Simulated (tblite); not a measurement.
# C3H17NSi4: the cost of one run

Programs: tblite 0.8.0 and PySCF 2.14.0, with density-fitted response routines of our own. Each step states its level of theory. These are calculated values for one molecule in the gas phase, unless marked as measured. Atoms are numbered from 0 throughout.

### 1 Starting geometry

25 atoms, charge 0, multiplicity 1; geometry from: force field or distance geometry start.

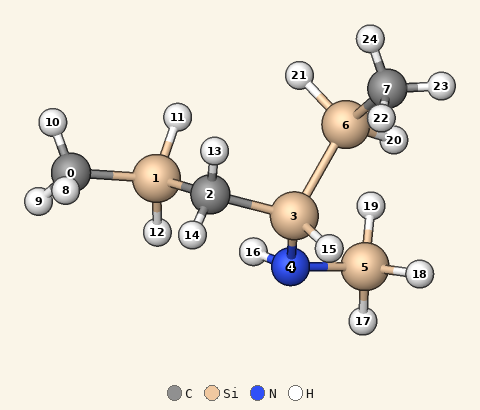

As it starts; carbon grey, silicon light orange, nitrogen blue, hydrogen white, atoms numbered.

### 2 Relaxing the molecule with GFN2-xTB

Job settings and geometry (Å):

```
{"job": {"kind": "relax", "xc": "GFN2-xTB", "basis": "xTB"}, "charge": 0, "multiplicity": 1}
C      4.027300     0.141800    -0.079000
Si     2.243700    -0.400100     0.110500
C      1.158400     0.850800    -0.722800
Si    -0.606700     0.248100    -0.861700
N     -0.620100    -1.495100    -1.266300
Si    -2.179300    -2.265500    -0.861400
Si    -1.601700     0.469400     1.141800
C     -2.379700     2.150400     1.274900
H      4.151300     0.940400    -0.821100
H      4.651100    -0.714300    -0.392300
H      4.449000     0.501100     0.876100
H      1.845800    -0.459900     1.528000
H      2.145600    -1.718700    -0.536000
H      1.132600     1.815600    -0.157400
H      1.508600     1.085600    -1.750000
H     -1.327400     0.987400    -1.872800
H      0.142200    -2.003900    -0.753900
H     -2.216900    -3.579400    -1.528600
H     -3.288600    -1.438200    -1.323100
H     -2.267900    -2.464300     0.589300
H     -2.635000    -0.565200     1.282600
H     -0.613300     0.377500     2.233600
H     -2.257100     2.747300     0.355300
H     -3.497800     2.056400     1.427500
H     -1.974900     2.757200     2.115900
```

The run is started by

```console
> OMP_NUM_THREADS=1 python probes_run.py task.json out
```

One launch serves the whole session: the jobs run in the order shown.

Q: Estimate the wall time and peak memory of this first job on 1 thread of Arm Neoverse N1, shared host.

About 3.5 s, with a peak of 0.18 GiB.
